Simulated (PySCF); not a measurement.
Ge(I)(Me), SMILES [Ge]([I])[CH3] (CH3GeI) at its PBE0/def2-SVP optimised geometry (Å):

```
6

Ge    -0.6234    -1.2160     0.0000
I      1.9502    -1.2160     0.0000
C     -0.8774     0.7585     0.0000
H     -1.9502     1.0072     0.0210
H     -0.4222     1.2001    -0.9025
H     -0.3806     1.2160     0.8715
```

Computed with PBE0/def2-TZVP, def2 effective core potentials past Kr run with PySCF. The core electrons that the potentials of I replace are not part of the density. Cells within 0.4 Å of a nucleus heavier than hydrogen are left out (blank, or x).

Map of the HOMO amplitude (bohr^(-3/2)) on the plane z = 0.0 Å; orbital energy -6.67 eV, overall sign arbitrary:

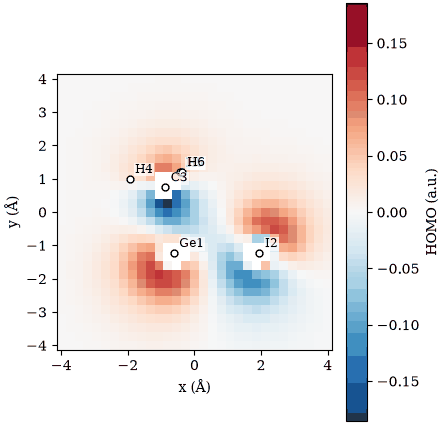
Fig. 1. HOMO amplitude (bohr^(-3/2)) on the plane z = 0.0 Å.
